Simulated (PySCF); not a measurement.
C3H8GeO2 (SMILES [H][Ge]([H])([CH3])[O]C(C)=O)

Input file:

```
{"job": {"kind": "uv", "xc": "B3LYP", "basis": "def2-SVPD", "ip": true, "nstates": 15}, "charge": 0, "multiplicity": 1}
Ge     0.689503     1.160825     0.474317
H      0.625782     1.127959     2.006836
H      2.122810     1.091828    -0.067639
C     -0.336143     2.616483    -0.290653
H      0.065777     3.585036     0.040822
H     -1.386125     2.543023     0.025561
H     -0.294091     2.574449    -1.388186
O     -0.232897    -0.301933    -0.165755
C      0.253892    -1.478722     0.210268
C     -0.535214    -2.638362    -0.325504
O      1.233176    -1.579735     0.912986
H     -0.074385    -3.581724    -0.012667
H     -0.582333    -2.581288    -1.422537
H     -1.569183    -2.581660     0.045369
```

Run with:

```sh
OMP_NUM_THREADS=1 python probes_run.py task.json out
```

Geometry: PBE0-D3(BJ)/def2-SVP.

The calculation used PySCF, B3LYP/def2-SVPD, SCF density, gas phase.

> Predict the electron density and electron localisation function between the atoms.

C–O (1.21 Å): the density is about 3.3 e/Å³ at the midpoint; the ELF peaks at about 0.85 between the atoms: a short, multiple covalent bond.
C–C (1.50 Å): the density is about 1.8 e/Å³ at the midpoint; the ELF peaks at about 0.95 between the atoms, as expected for a covalent bond.
Ge–O (1.84 Å): the density is about 0.83 e/Å³ at the midpoint; the ELF peaks at about 0.85 in the valence shell of O, 0.6 Å from its nucleus, and is about 0.35 at the midpoint.
C–Ge (1.94 Å): ρ at the midpoint is about 0.92 e/Å³; the ELF peaks at about 0.95 in the valence shell of C, 0.7 Å from its nucleus, and is about 0.70 at the midpoint.

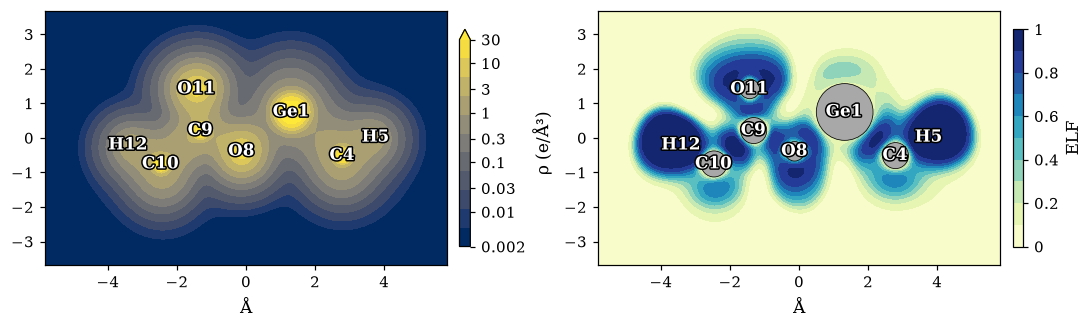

Computed electron density and electron localisation function on the plane of atoms O8, C9 and O11, in this order. Grey discs cover the atomic cores in the ELF map. 
